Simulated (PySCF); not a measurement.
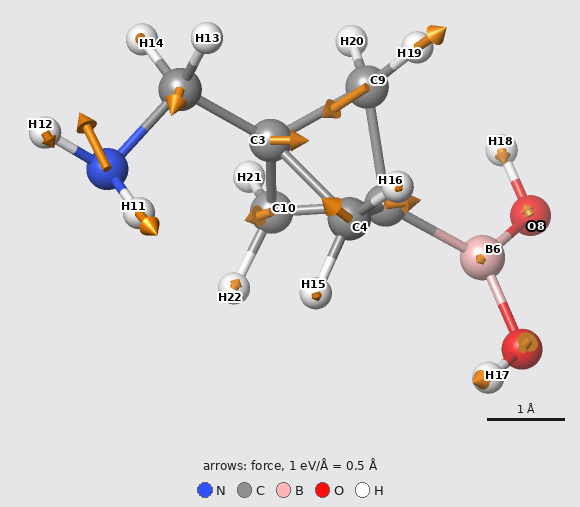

Starting geometry of C₆H₁₂BNO₂ with the computed forces as orange arrows. Style: ball-and-stick. Shown at a tilt.

The start comes from GFN2-xTB. Its atoms were then displaced at random by about 0.01 Å.

The calculation used PBE0-D3(BJ)/def2-SVP geometry optimisation, gas phase in PySCF. 

**What follows when this structure is relaxed?**

It isn't relaxed: the largest force vector, on the N atom, is 1.87 eV/Å. The final displacements have little in common with the starting forces (cosine between the two patterns 0.30). An H atom moves most after the best rigid fit: 0.096 Å. By element the largest moves are H 0.096 Å, O 0.067 Å, C 0.031 Å, N 0.018 Å, B 0.008 Å. Some distances before and after: C–H 1.068 → 1.102 Å, C–C 1.574 → 1.548 Å, C–C 1.530 → 1.556 Å, H–N 0.994 → 1.018 Å. Among the angles between lasting bonds that change: B–O–H 114.6° → 111.5°, C–N–H 107.7° → 110.8°. After 11 geometry steps the energy has fallen by 2.58 kcal/mol.
